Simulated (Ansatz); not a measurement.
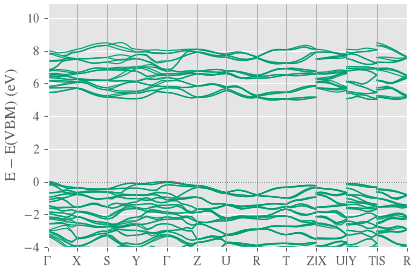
Figure: Band structure from r²SCAN with spin–orbit coupling in the plane-wave PAW code Ansatz

The gap is 4.89 eV; an edge lies off the plotted path or next to a special point (maximum on the Y–Γ line, 96 % of the way from Y, minimum off the standard path).

The material is HfO$_{2}$ in space group Pca2_1 (No. 29; Hf on 4a, O on 4a, O on 4a).

Symmetry was held in the r²SCAN relaxation. The run is not spin-polarised.

Potentials: the earlier of the program's two PAW sets.
